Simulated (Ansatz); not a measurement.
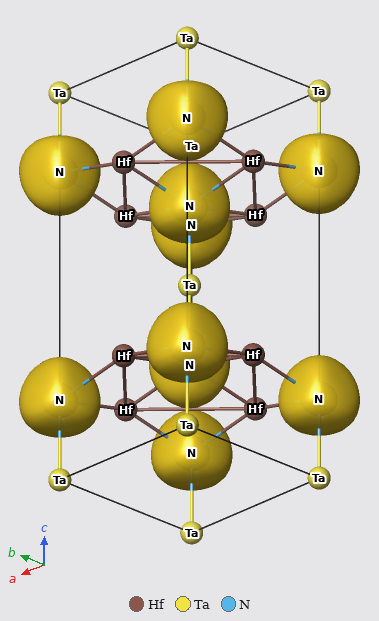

*Hf2TaN2. Isosurface of the electron localisation function at 0.65 (yellow), seen at an oblique angle. Core shells and regions of very low density are left out. Sticks mark near contacts.*

Space group I4/mmm; a structure generated by program, which may or may not match a known phase; computed without spin polarisation.

The calculation used Ansatz 0.2.0, DFT PBE, scalar-relativistic, plane waves, PAW.

In a PAW calculation such maps are meaningful between the atoms, not at the nuclei.

```yaml
crystal:
  lattice:
    - [4.26620, 0.00000, 0.00000]
    - [0.00000, 4.26620, 0.00000]
    - [0.00000, 0.00000, 9.89552]
  atoms:
    - { symbol: Hf, position: [0.50000, 0.00000, 0.25000] }
    - { symbol: Hf, position: [0.00000, 0.50000, 0.75000] }
    - { symbol: Hf, position: [0.00000, 0.50000, 0.25000] }
    - { symbol: Hf, position: [0.50000, 0.00000, 0.75000] }
    - { symbol: Ta, position: [0.00000, 0.00000, 0.00000] }
    - { symbol: Ta, position: [0.50000, 0.50000, 0.50000] }
    - { symbol: N, position: [0.00000, 0.00000, 0.20548] }
    - { symbol: N, position: [0.50000, 0.50000, 0.70548] }
    - { symbol: N, position: [0.00000, 0.00000, 0.79452] }
    - { symbol: N, position: [0.50000, 0.50000, 0.29452] }
```

**What do the ELF domains correspond to?**

At this value the surface marks out four regions wrapped around N (the valence shell of each), counted in one cell of 10 atoms. Any copies at cell faces, edges or corners count once. Profiles from the grid: Ta–N (2.03 Å): the ELF peaks at about 0.80 in the valence shell of N, 0.6 Å from its nucleus, and drops to about 0.25 between the two atoms; no localised pair shows between them. Hf–N (2.18 Å): the ELF peaks at about 0.80 in the valence shell of N, 0.6 Å from its nucleus, and drops to about 0.15 between the two atoms (no localised pair shows between them).

**What Bader charges does the calculation give?**

Electrons move from Hf and Ta towards N. Bader charges: Hf +1.57, Ta +0.73 and N −1.93 e.
